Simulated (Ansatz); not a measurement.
Input

```
crystal:
  periodic: [false, false, false]
  atoms:
    - {symbol: B, position_ang: [-0.781782, 1.310480, -0.304509]}
    - {symbol: O, position_ang: [-0.684136, -0.035837, -0.234360]}
    - {symbol: Si, position_ang: [0.530440, -1.034018, 0.237327]}
    - {symbol: F, position_ang: [1.130904, -1.719955, -1.064459]}
    - {symbol: H, position_ang: [-1.798889, 1.778510, -0.727765]}
    - {symbol: H, position_ang: [0.136773, 1.996320, 0.059282]}
    - {symbol: H, position_ang: [1.609141, -0.262563, 0.891786]}
    - {symbol: H, position_ang: [-0.050353, -2.090039, 1.086798]}
basis:
  gaussian: {orbitals: def2-TZVPP}
hamiltonian: {xc: pbe0, dispersion: d4}
output: {orbitals: {seedname: orbitals}}
```

Command:

```sh
ansatz run in.yaml --threads 2 --pin off --events-out ev --progress --plain --max-ram 4352MiB
```

Geometry: PBE0-D4/def2-TZVP.

Level of theory: Ansatz, RKS PBE0-D4/def2-TZVPP.

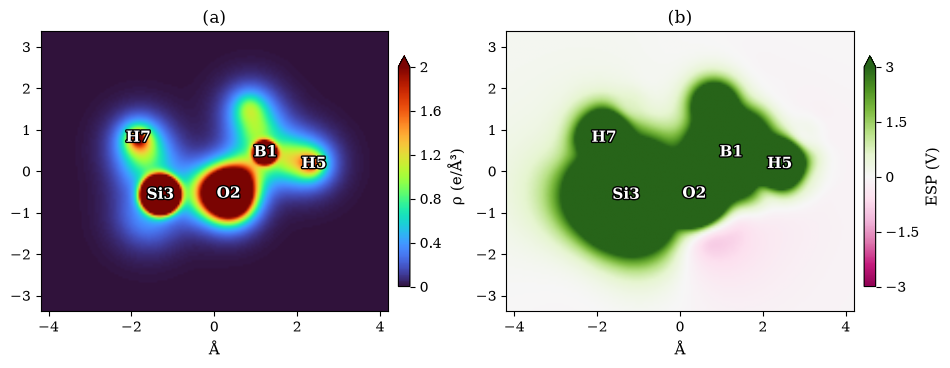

BFH4OSi. (a) electron density; (b) electrostatic potential on the plane of atoms O2, Si3 and H7.

What do the fields say about this system?

Answer. The plane passes through B, O, Si and H nuclei.
B–O (1.35 Å): ρ at the midpoint is about 2.1 e/Å³.
Si–O (1.64 Å): ρ is about 1.2 e/Å³ halfway.
B–H (1.20 Å): ρ is about 1.3 e/Å³ halfway.
Si–H (1.48 Å): ρ is about 0.86 e/Å³ halfway.
Outside the dense part of the molecule the potential is most negative (−0.9 V) near O2.
